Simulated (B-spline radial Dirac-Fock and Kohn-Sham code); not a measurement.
# An X-ray data sheet for Er²⁰⁺, step by step

Wanted for the Er²⁰⁺ ion: its X-ray form factor and Compton profile, the binding energy of each subshell and how cheaper methods do for the levels.

Method: a free atom or ion on a radial basis; each step names its model; computed with B-spline radial Dirac-Fock and Kohn-Sham code, version 2.

**1. What is computed**

Er²⁰⁺ in the configuration 1s2 2s2 2p6 3s2 3p6 3d10 4s2 4p6 4d10 4f2.

| Item | Value |
| --- | --- |
| nuclear charge | 68 |
| electrons | 48 |
| mass number | 166 |
| nuclear rms radius | 5.2516 fm |

**2. X-ray scattering functions**

Model: Dirac-Fock average of configuration, finite nucleus; form factor of the spherical density, Waller-Hartree incoherent function, impulse-approximation Compton profiles.

Settings, as recorded:

```ini
task = scatter
Z = 68
charge = 20
configuration = 1s2 2s2 2p6 3s2 3p6 3d10 4s2 4p6 4d10 4f2
mass_number = 166
rms_radius = 5.2516  # fm
s = [0.0, 0.05, 0.1, 0.15, 0.2, 0.25, 0.3, 0.35, 0.4, 0.45, 0.5, 0.6, 0.7, 0.8, 0.9, 1.0, 1.1, 1.2, 1.4, 1.6, 1.8, 2.0, 2.5, 3.0, 3.5, 4.0, 5.0, 6.0]  # 1/A
pz = [0, 0.1, 0.15, 0.21, 0.31, 0.46, 0.67, 0.98, 1.4, 2.1, 3.1, 4.5, 6.6, 9.6, 14.0, 21.0, 30.0, 44.0, 65.0, 95.0, 140.0]  # a.u.
photon_energy = [1000, 2000, 5000, 10000, 17479.3, 20000, 30000, 500000]  # eV
```

The program writes no log. Results of the run, from its result record (rounded, main fields):

```text
status: converged
form_factor [e]: [48.0, 47.867, 47.471, 46.824, 45.942, 44.85, 43.573, 42.144, 40.596, 38.962, 37.276, 33.868, 30.588, 27.59, 24.961, 22.732, 20.886, 19.375, 17.113, 15.46, 14.066, 12.76, 9.7371, 7.4329, 5.9978, 5.1675, 4.1999, 3.4017]
incoherent: [1.636e-11, 0.10773, 0.42609, 0.94109, 1.631, 2.4684, 3.4229, 4.4633, 5.5603, 6.6879, 7.8247, 10.065, 12.205, 14.222, 16.123, 17.919, 19.617, 21.216, 24.103, 26.559, 28.615, 30.342, 33.688, 36.184, 38.141, 39.717, 42.07, 43.674]
compton_total [1/a.u.]: [3.1812, 3.1805, 3.1797, 3.1782, 3.1748, 3.1671, 3.1511, 3.1164, 3.0472, 2.8719, 2.4975, 1.8608, 1.1449, 0.69361, 0.38236, 0.16326, 0.066814, 0.022993, 0.0071425, 0.0019932, 0.00045799]
shells: ["1s1/2", "2s1/2", "2p1/2", "2p3/2", "3s1/2", "3p1/2", "3p3/2", "3d3/2", "3d5/2", "4s1/2", "4p1/2", "4p3/2", "4d3/2", "4d5/2", "4f5/2", "4f7/2"]
occupation: [2.0, 2.0, 2.0, 4.0, 2.0, 2.0, 4.0, 4.0, 6.0, 2.0, 2.0, 4.0, 4.0, 6.0, 0.85714, 1.1429]
mean_momentum [a.u.]: [68.129, 24.309, 32.207, 29.15, 12.261, 14.642, 13.743, 16.497, 16.172, 6.5636, 7.3652, 7.033, 7.7956, 7.6756, 8.1738, 8.1238]
r2 [bohr^2]: 7.2389
r_inverse [1/bohr]: 456.49
r1 [bohr]: 14.938
coherent [b]: [1521.7, 1489.6, 1296.3, 889.36, 515.17, 443.74, 270.66, 2.1919]
incoherent_cross_section [b]: [0.092449, 0.36041, 1.9466, 5.4133, 9.7955, 10.978, 14.362, 13.501]
radial_jk:
  4f: {"j0": [1.0, 0.99387, 0.9757, 0.94615, 0.90629, 0.8575, 0.8014, 0.73977, 0.67443, 0.60716, 0.53962, 0.40945, 0.293, 0.19542, 0.11832, 0.060737, 0.020138, -0.0066793, -0.031561, -0.034795, -0.029336, -0.021783, -0.0075106, -0.0016412, 7.2609e-05, 0.00037841, 0.00022053, 8.4299e-05], "j2": [0.0, 0.0024496, 0.0096694, 0.021282, 0.036691, 0.055125, 0.075693, 0.097447, 0.11944, 0.14078, 0.16068, 0.19373, 0.21526, 0.22442, 0.22228, 0.21113, 0.1937, 0.17261, 0.1278, 0.087914, 0.05702, 0.03507, 0.0078141, 0.00018319, -0.0011925, -0.0010334, -0.00040459, -0.00013204], "j4": [0.0, 2.4112e-06, 3.8088e-05, 0.00018876, 0.00057916, 0.0013614, 0.0026965, 0.0047343, 0.0075963, 0.011361, 0.016056, 0.028063, 0.042785, 0.058812, 0.074538, 0.088521, 0.099711, 0.10755, 0.11304, 0.10751, 0.095339, 0.080463, 0.046012, 0.023682, 0.011622, 0.0055984, 0.0012931, 0.00029719], "j6": [0.0, 1.5863e-09, 1.0019e-07, 1.1164e-06, 6.0832e-06, 2.2314e-05, 6.3539e-05, 0.00015156, 0.00031692, 0.00059842, 0.0010411, 0.0026036, 0.0053618, 0.0095423, 0.015156, 0.021978, 0.029601, 0.037512, 0.052203, 0.06297, 0.068604, 0.069452, 0.058355, 0.041532, 0.027232, 0.017164, 0.0065873, 0.0025767], "r2": 0.33385, "r4": 0.18724, "r6": 0.15936}
```

Form factor and incoherent function, every second point:

```csv
s (1/Å),f (e),f / N,S(s)
0,48.00,1.000,0
0.100,47.47,0.989,0.4261
0.200,45.94,0.957,1.631
0.300,43.57,0.908,3.423
0.400,40.60,0.846,5.560
0.500,37.28,0.777,7.825
0.700,30.59,0.637,12.20
0.900,24.96,0.520,16.12
1.10,20.89,0.435,19.62
1.40,17.11,0.357,24.10
1.80,14.07,0.293,28.62
2.50,9.737,0.203,33.69
3.50,5.998,0.125,38.14
5.00,4.200,0.087,42.07
```

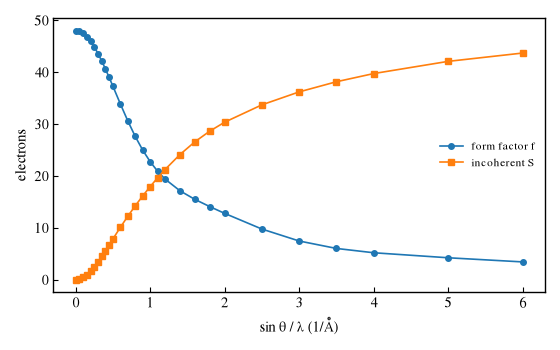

Form factor and incoherent scattering function.

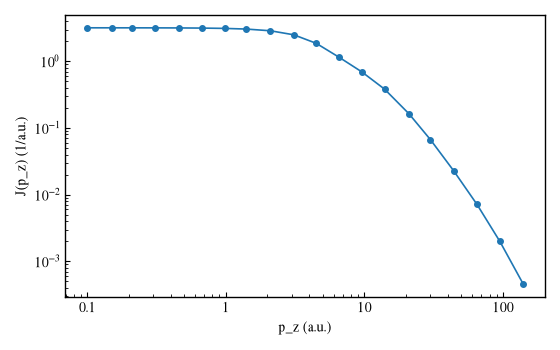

Compton profile, summed over all shells.

**3. Core and valence levels**

Model: Dirac-Fock average of configuration, Delta-SCF, finite nucleus, first-order Breit with its frequency dependence, self-energy and vacuum polarisation.

Settings, as recorded:

```ini
task = binding
```

The program writes no log. Results of the run, from its result record (rounded, main fields):

```text
status: converged
shells: ["K", "L1", "L2", "L3", "M1", "M2", "M3", "M4", "M5", "N1", "N2", "N3", "N4", "N5", "N6,7"]
total_energy_parts [Ha]: [-12945.1785, 14.2904169, -1.50701558, -0.216084115, 10.163348, -1.68121839]
koopmans [eV]: [58375.5, 10388.2, 9897.21, 8978.71, 2811.72, 2596.76, 2399.84, 2037.52, 1995.13, 989.399, 899.812, 850.141, 699.538, 689.787, 518.746]
dirac_coulomb [eV]: [58308.1, 10355.1, 9859.84, 8943.85, 2799.67, 2583.89, 2387.99, 2023.52, 1981.53, 987.066, 897.478, 848.084, 697.473, 687.827, 516.814]
gaunt [eV]: [-190.314, -20.1828, -34.9569, -24.5168, -3.55656, -6.32757, -4.22862, -2.58641, -1.71202, -0.867232, -1.50127, -0.973767, -0.495245, -0.290966, 0.0974481]
retardation [eV]: [14.2625, 1.63077, 3.86139, 3.85228, 0.269435, 0.679038, 0.684321, 0.234496, 0.229438, 0.0804167, 0.177637, 0.177304, 0.0596465, 0.0592992, -0.00485034]
breit_frequency [eV]: [2.62941, -0.230695, -0.0105038, 1.15089, -0.0605778, -0.0559932, 0.223165, -0.0281378, -0.00410381, -0.016241, -0.0168956, 0.0559635, -0.00777362, -0.00208162, -0.00483899]
self_energy [eV]: [-109.09, -15.0596, 0.246482, -0.941367, -3.3912, 0.00363779, -0.221873, 0.265047, 0.146085, -0.875582, 0.00400857, -0.0533484, 0.0616678, 0.0342188, 0.0376091]
vacuum_polarisation [eV]: [18.9234, 2.4381, 0.0539908, -0.097946, 0.53212, 0.0111601, -0.0265904, -0.0280427, -0.0269242, 0.13772, 0.00295175, -0.00689818, -0.00660384, -0.00632587, -0.00411551]
binding [eV]: [58044.5, 10323.7, 9829.04, 8923.3, 2793.47, 2578.2, 2384.42, 2021.37, 1980.16, 985.525, 896.144, 847.283, 697.085, 687.621, 516.936]
mean_radius [bohr]: [0.0203678, 0.0858504, 0.0715773, 0.0788171, 0.223947, 0.214019, 0.227328, 0.200551, 0.204679, 0.490752, 0.495463, 0.519428, 0.527992, 0.535825, 0.538773]
```

total_energy_parts: Dirac-Coulomb, Gaunt, retardation, frequency dependence, self-energy, vacuum polarisation. 

The binding energies by parts, in eV; the parts add up.

| level | -ε | relaxation | Breit | QED | binding |
| --- | --- | --- | --- | --- | --- |
| K | 58375.5 | -67.39 | -173.42 | -90.17 | 58044.5 |
| L1 | 10388.2 | -33.09 | -18.78 | -12.62 | 10323.7 |
| L2 | 9897.2 | -37.37 | -31.11 | 0.30 | 9829.0 |
| L3 | 8978.7 | -34.86 | -19.51 | -1.04 | 8923.3 |
| M1 | 2811.7 | -12.04 | -3.35 | -2.86 | 2793.5 |
| M2 | 2596.8 | -12.86 | -5.70 | 0.01 | 2578.2 |
| M3 | 2399.8 | -11.85 | -3.32 | -0.25 | 2384.4 |
| M4 | 2037.5 | -14.00 | -2.38 | 0.24 | 2021.4 |
| M5 | 1995.1 | -13.60 | -1.49 | 0.12 | 1980.2 |
| N1 | 989.4 | -2.33 | -0.80 | -0.74 | 985.5 |
| N2 | 899.8 | -2.33 | -1.34 | 0.01 | 896.1 |
| N3 | 850.1 | -2.06 | -0.74 | -0.06 | 847.3 |
| N4 | 699.5 | -2.06 | -0.44 | 0.06 | 697.1 |
| N5 | 689.8 | -1.96 | -0.23 | 0.03 | 687.6 |
| N6,7 | 518.7 | -1.93 | 0.09 | 0.03 | 516.9 |

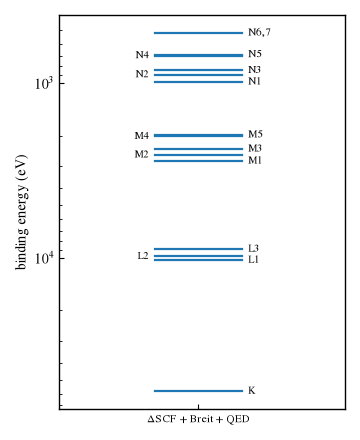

The levels on a logarithmic scale.

Line energies follow by subtraction:

| line | energy (eV) |
| --- | --- |
| Kβ2' (K-N3) | 57197.2 |
| Kβ2'' (K-N2) | 57148.3 |
| Kβ1 (K-M3) | 55660.1 |
| Kβ3 (K-M2) | 55466.3 |
| Kα1 (K-L3) | 49121.2 |
| Kα2 (K-L2) | 48215.4 |
| Lγ3 (L1-N3) | 9476.4 |
| Lγ2 (L1-N2) | 9427.6 |
| Lγ1 (L2-N4) | 9132.0 |
| Lγ5 (L2-N1) | 8843.5 |
| Lβ2 (L3-N5) | 8235.7 |
| Lβ15 (L3-N4) | 8226.2 |
| Lβ3 (L1-M3) | 7939.3 |
| Lβ6 (L3-N1) | 7937.8 |

**4. Dirac LDA, for comparison**

Model: Dirac-Kohn-Sham LDA (Slater exchange, VWN correlation), finite nucleus, spherical and without spin polarisation.

Recorded inputs:

```ini
task = binding-ladder
method = lda,vwn
relativity = dirac
```

The program writes no log. Results of the run, from its result record (rounded, main fields):

```text
status: converged
shells: ["K", "L1", "L2", "L3", "M1", "M2", "M3", "M4", "M5", "N1", "N2", "N3", "N4", "N5", "N6,7"]
minus_eigenvalue [eV]: [57785.4, 10158.0, 9704.96, 8789.59, 2703.7, 2504.52, 2311.84, 1969.47, 1927.4, 940.702, 859.593, 810.856, 675.799, 666.154, 499.073]
delta_scf [eV]: [58295.0, 10262.8, 9834.61, 8905.86, 2744.69, 2547.39, 2352.38, 2015.29, 1972.39, 962.504, 881.254, 831.684, 696.4, 686.52, 519.62]
total_energy [Ha]: -12940.7665
dirac_fock_binding [eV]: [58044.5, 10323.7, 9829.04, 8923.3, 2793.47, 2578.2, 2384.42, 2021.37, 1980.16, 985.525, 896.144, 847.283, 697.085, 687.621, 516.936]
```

Against the Dirac-Fock value with Breit and QED (eV):

```
level       -ε    miss     ΔSCF    miss  Dirac-Fock
    K  57785.4  -259.1  58295.0  +250.5     58044.5
   L1  10158.0  -165.7  10262.8   -60.9     10323.7
   L2   9705.0  -124.1   9834.6    +5.6      9829.0
   L3   8789.6  -133.7   8905.9   -17.4      8923.3
   M1   2703.7   -89.8   2744.7   -48.8      2793.5
   M2   2504.5   -73.7   2547.4   -30.8      2578.2
   M3   2311.8   -72.6   2352.4   -32.0      2384.4
   M4   1969.5   -51.9   2015.3    -6.1      2021.4
   M5   1927.4   -52.8   1972.4    -7.8      1980.2
   N1    940.7   -44.8    962.5   -23.0       985.5
   N2    859.6   -36.6    881.3   -14.9       896.1
   N3    810.9   -36.4    831.7   -15.6       847.3
   N4    675.8   -21.3    696.4    -0.7       697.1
   N5    666.2   -21.5    686.5    -1.1       687.6
 N6,7    499.1   -17.9    519.6    +2.7       516.9
```

**5. The levels by non-relativistic HF**

Model: non-relativistic Hartree-Fock, average of configuration, point nucleus.

Settings, as recorded:

```ini
task = binding-ladder
method = hf
relativity = nr
```

The program writes no log. Results of the run, from its result record (rounded, main fields):

```text
status: converged
shells: ["1s", "2s", "2p", "3s", "3p", "3d", "4s", "4p", "4d", "4f"]
minus_eigenvalue [eV]: [54471.2, 9370.06, 8953.15, 2565.57, 2375.89, 2027.28, 922.848, 842.335, 696.016, 525.838]
delta_scf [eV]: [54411.1, 9340.16, 8919.7, 2554.77, 2364.42, 2013.73, 920.843, 840.351, 694.024, 523.812]
total_energy [Ha]: -12350.7985
```

Against the Dirac-Fock value with Breit and QED (eV):

| level | -ε | miss | ΔSCF | miss | Dirac-Fock |
| --- | --- | --- | --- | --- | --- |
| 1s | 54471.2 | -3573.3 | 54411.1 | -3633.3 | 58044.5 |
| 2s | 9370.1 | -953.7 | 9340.2 | -983.6 | 10323.7 |
| 2p | 8953.1 | -272.1 | 8919.7 | -305.5 | 9225.2 |
| 3s | 2565.6 | -227.9 | 2554.8 | -238.7 | 2793.5 |
| 3p | 2375.9 | -73.1 | 2364.4 | -84.6 | 2449.0 |
| 3d | 2027.3 | +30.6 | 2013.7 | +17.1 | 1996.6 |
| 4s | 922.8 | -62.7 | 920.8 | -64.7 | 985.5 |
| 4p | 842.3 | -21.2 | 840.4 | -23.2 | 863.6 |
| 4d | 696.0 | +4.6 | 694.0 | +2.6 | 691.4 |
| 4f | 525.8 | +8.9 | 523.8 | +6.9 | 516.9 |

Spin-orbit partners are averaged with weights 2j + 1.

**6. Methods side by side**

| method | level | eigenvalue miss (%) | ΔSCF miss (%) | time |
| --- | --- | --- | --- | --- |
| Dirac LDA | K | -0.45 | +0.43 | 3.8 s |
| non-relativistic HF | 1s | -6.16 | -6.26 | 0.47 s |
| Dirac-Fock + Breit + QED | all | - | reference | 6.7 s |

Times cover the ground state and all hole states of a step, on one thread of a shared host; states solved in an earlier step are reused, and a first call can include compiling.

**7. What came out**

| quantity | value |
| --- | --- |
| rms radius of the electron cloud | 0.388 bohr |
| form factor halves at | 0.94 1/Å |
| Compton profile at zero | 3.181 1/a.u. |
| deepest level listed, K (1s) | 58044.5 eV |
| least bound, N6,7 (4f) | 516.9 eV |
| Kα1 | 49121.2 eV |
| ionisation energy, NIST (theoretical) | 520.000 eV |
| Dirac LDA, K: eigenvalue / ΔSCF | 57785.4 / 58295.0 eV |
| non-relativistic HF, 1s: eigenvalue / ΔSCF | 54471.2 / 54411.1 eV |

In words: The form factor starts at the 48 electrons and halves by s = 0.94 1/Å. Incoherent scattering outweighs coherent from 500 keV on, among the energies asked. The K (1s) level lies 67.4 eV under Koopmans' value by relaxation alone; Breit gives -173.42 and QED -90.17 eV. NIST's ionisation energy differs by +3.06 eV from the least binding energy, within its stated uncertainty. Dirac LDA misses the K level by -0.4 % with its eigenvalue and by +0.4 % with ΔSCF. Breit and QED terms, which only the reference holds, shift this level by tenths of a per cent, so the eigenvalue's nearness can be cancellation. Non-relativistic HF misses the 1s level by -6.2 % with its eigenvalue and by -6.3 % with ΔSCF, as relativity is missing. The Hartree-Fock and Dirac-Fock values hold no electron correlation.
